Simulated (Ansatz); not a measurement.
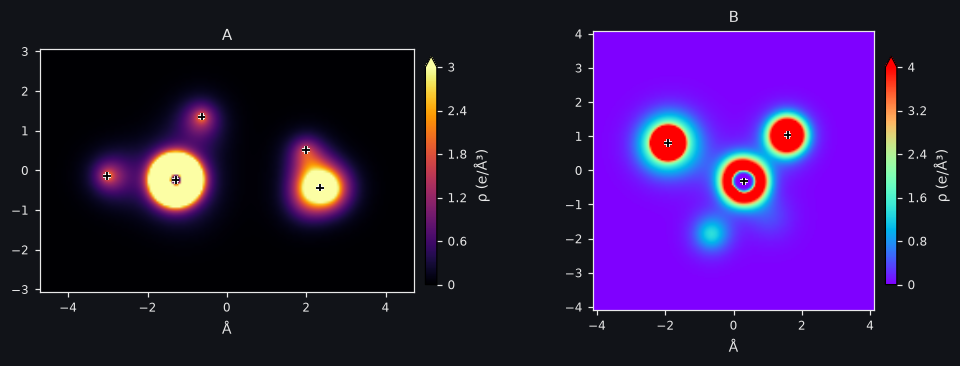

The electron density of 2 systems, each on a plane through atoms (crosses mark nuclei in the plane).

These are results of Ansatz, RKS PBE-D4/def2-SVP, not measurements.

System 1: H4Sn···NH3, the plane of atoms H2, Sn1 and H3. Core potentials replace the inner electrons of Sn.

```xyz
9

Sn    0.3414    0.0372   -0.0937
H     0.5355   -0.1166    1.6125
H     1.9017    0.0777   -0.8355
H    -0.4936    1.5004   -0.4613
H    -0.5383   -1.3118   -0.7097
N    -2.9373   -0.0543    1.4836
H    -2.8548   -0.7156    0.7005
H    -2.7077    0.8711    1.0988
H    -2.1755   -0.2881    2.1334
```

System 2: BrFH6W, the plane of atoms F7, W1 and Br8. Core potentials replace the inner electrons of W.

```csv
atom,x (Å),y (Å),z (Å)
W,0.3028,0.3169,-0.1622
H,0.5037,-0.0951,1.6925
H,1.5314,-0.5503,0.6109
H,-0.4959,1.5829,0.6251
H,-1.3070,-0.0090,0.2813
H,-0.1016,-1.2767,0.2750
F,0.1351,0.1663,-2.0076
Br,2.0987,2.0200,0.2433
H,-0.0846,0.5353,1.6957
```

> Match each panel to its system.

Panel A is system 1, H4Sn···NH3: the plane holds Sn, H and N. Sn1···N6 (3.64 Å): the density falls to about 0.04 e/Å³ on the way: a non-bonded, intermolecular contact. Panel B is system 2, BrFH6W: the plane holds W, F and Br. W–F (1.86 Å): the density is about 1 e/Å³ at the midpoint.
